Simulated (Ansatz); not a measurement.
Electronic density of states of amorphous Si60P6O135, density 2.24 g/cm³, on a 2×2×2 Γ-centred mesh with a Gaussian width of 0.1 eV; energies count from the Fermi level, whose place inside the gap is arbitrary. Cell and mesh are small, so fine structure isn't converged. Level of theory: PBE, scalar-relativistic without spin-orbit coupling (plane waves to 420 eV, PAW; Ansatz, an electronic-structure program). Sampling: a 2×2×2 Γ-centred mesh; Fermi-Dirac width 0.02 eV; no spin polarisation. At PBE the levels at the filled edge of the gap are localised (band-tail or defect states), and the nearest spread-out levels lie 5.5 eV apart at the zone centre.

Preparation: random packing, a CHGNet melt and quench, and a DFT relaxation. O atoms were pushed apart under 1.9 Å during the dynamics, to hinder bonds among them. The hot cell started wider than the set density and was brought back towards it in steps. It is the lowest in DFT energy of 8 quenches. It is a model cell: composition and starting density were chosen by hand, and all elements were melted together. No dispersion term was used. Its density started from a set value of 2.24 and ended at 2.24 g/cm³. The quench (nominally 280 K/ps over its main leg) was far faster than any real one, so the model tends to hold more defects than a real film. A cell of this size samples the disorder only roughly. The volume was held where the preparation left it and the shape relaxed, at a PBE pressure of 1.5 GPa. Stress components on the final sampling reach 1.5 GPa.

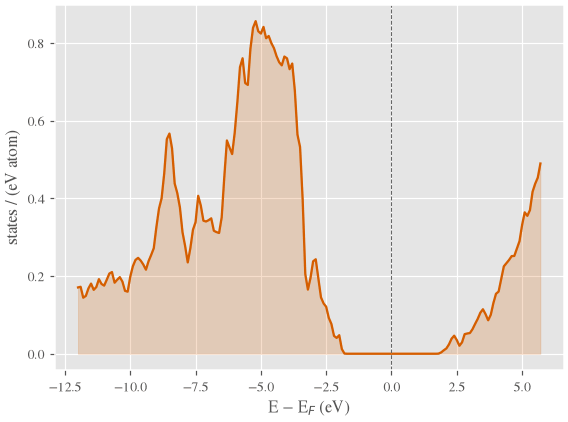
Fig. 1. Density of states per atom

The level gap on this mesh is 4.02 eV; the broadening fills part of it in the curve.
